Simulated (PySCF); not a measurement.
**CaH: bond curves at several levels of theory**

What are the lowest state that PBE0 finds, the bond length, vibrational wavenumber and bond energy of CaH, and how much do these hang on the method?

Program: PySCF 2.14.0. Level of theory: Ca 3-21G, H 3-21G, no relativity. These are calculated values, not measurements.

### 1 The job

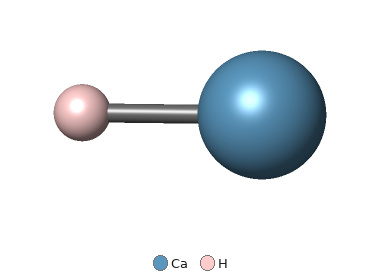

The two atoms at the starting distance (calcium blue, hydrogen pink).

The job is set up so:

```
atoms                         : Ca, H
charge                        : 0
basis                         : Ca 3-21G, H 3-21G
Hamiltonian                   : no relativity
basis functions               : 19
electrons treated             : 21
masses in u                   : 39.9626, 1.0078
levels                        : PBE0, PBE, r²SCAN, B3LYP, M06-2X, B2PLYP, HF, MP2, SCS-MP2, CCSD, CCSD(T)
grid                          : 80 radial by 434 angular points
occupations                   : held fixed by the projection of orbital angular momentum
dissociation limit            : Ca + H, each in its ground configuration
starting distance in angstrom : 1.910
values of 2S to try           : 1, 3
```

Run with:

```console
> OMP_NUM_THREADS=1 python dia.py task.json out
```

Further steps of the session: The PBE0 curve of the state that the search chose; Other states along the same grid; PBE; r²SCAN (meta-GGA); B3LYP (global hybrid GGA); M06-2X (hybrid meta-GGA); B2PLYP; UHF (mean field); MP2 and coupled cluster.

Q: Predict the outcome of this session. Wanted: for each run, Re; ωe; De; μ.

**Answer**, as computed:

Lowest PBE0 solution found, without spin–orbit coupling: ²Σ⁺ (doublet), unpaired electrons σ ↑. The other levels ran on it alone.

| level | Re (Å) | ωe (cm⁻¹) | De (eV) | μ (D) |
| --- | --- | --- | --- | --- |
| UHF | 2.167 | 1231 | 1.02 | -2.56 |
| UHF-MP2 | 2.184 | 1199 | 0.97 | n/a |
| UHF-SCS-MP2 | 2.187 | 1194 | 0.96 | n/a |
| UHF-CCSD | 2.220 | 1088 | 0.87 | n/a |
| UHF-CCSD(T) | 2.221 | 1087 | 0.88 | n/a |
| PBE | 2.191 | 1119 | 1.35 | -2.03 |
| r²SCAN | 2.184 | 1155 | 1.56 | -2.31 |
| B3LYP | 2.176 | 1151 | 1.39 | -2.30 |
| PBE0 | 2.171 | 1167 | 1.34 | -2.22 |
| M06-2X | 2.159 | 1188 | 1.23 | -2.42 |
| B2PLYP | 2.176 | 1170 | 1.23 | -2.46 |

De is counted to Ca + H in their ground configurations. A positive dipole means Ca(−)H(+).

In words: Bond lengths run from 2.159 Å (M06-2X) to 2.221 Å (UHF-CCSD(T)). CCSD(T) can't serve as the judge here: for a weak bond in this basis it is far from its limit. Of the levels with a De here, UHF-CCSD gives the least (0.87 eV) and r²SCAN the most (1.56 eV).

Correlated steps freeze 5 core orbitals. B2PLYP dipoles, levels and charges come from its SCF part alone. The basis is very small, so these numbers show the basis as much as the molecule.
